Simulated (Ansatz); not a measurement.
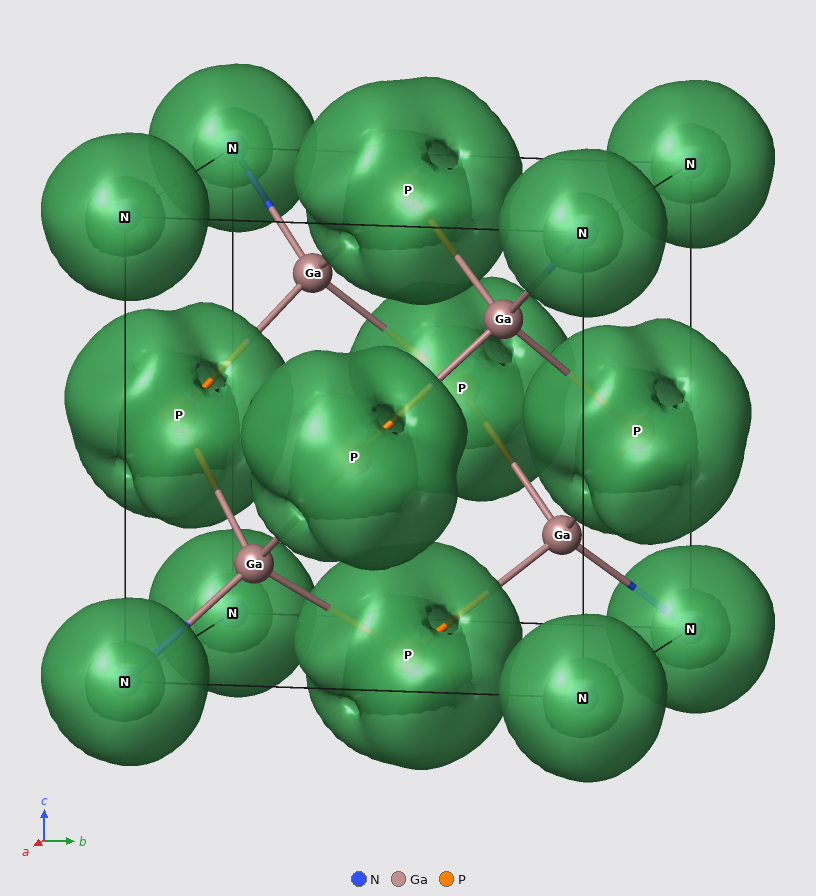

Figure. Ga$_{4}$P$_{3}$N. Isosurface of the electron localisation function at 0.7 (green), seen slightly off an axis. Core shells and regions of very low density are left out. Sticks mark near contacts.

Space group P-43m; started from the ordered alloy on zincblende lattice prototype, which need not be the ambient phase.

All numbers below come from DFT, r2SCAN, plane waves, PAW in Ansatz.

Q: Where are the electrons localised?

A: At this value the surface marks out three regions on P in which the atom's valence shell and bonds are merged and one region wrapped around N (its valence shell), counted in one cell of 8 atoms. Regions shared between cells count once.

Values along the shortest contacts:
Ga–N (2.06 Å): the ELF peaks at about 0.85 in the valence shell of N, 0.7 Å from its nucleus, and is about 0.50 at the midpoint. Ga–P (2.33 Å): the ELF peaks at about 0.90 in the valence shell of P, 0.9 Å from its nucleus, and is about 0.80 at the midpoint.
